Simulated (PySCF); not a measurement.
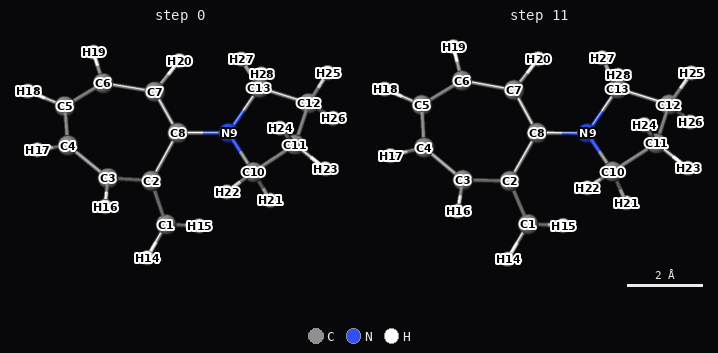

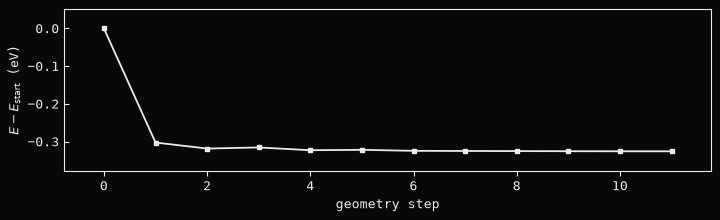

First and last geometry of a relaxation of C₁₂H₁₅N, with the history of the run. Style: ball-and-stick. Shown at a tilt.

The start comes from GFN2-xTB. Its atoms were then displaced at random by about 0.01 Å.

All numbers below come from PBE0-D3(BJ)/def2-SVP geometry optimisation, gas phase (PySCF). 

Read the history and describe the run.

It converged. H17 moves most after the best rigid fit: 0.30 Å. Largest moves by element: H 0.30 Å, C 0.16 Å, N 0.09 Å. Some distances before and after: C1–H14 1.036 → 1.093 Å, C13–H27 1.073 → 1.108 Å, C3–H16 1.062 → 1.095 Å, C3–C4 1.388 → 1.358 Å. Bond angles that change, for instance: N9–C13–H28 107.9° → 111.1°, C3–C4–C5 125.1° → 127.6°, C4–C5–C6 128.1° → 125.8°. Over 11 geometry steps the energy falls by 0.326 eV.
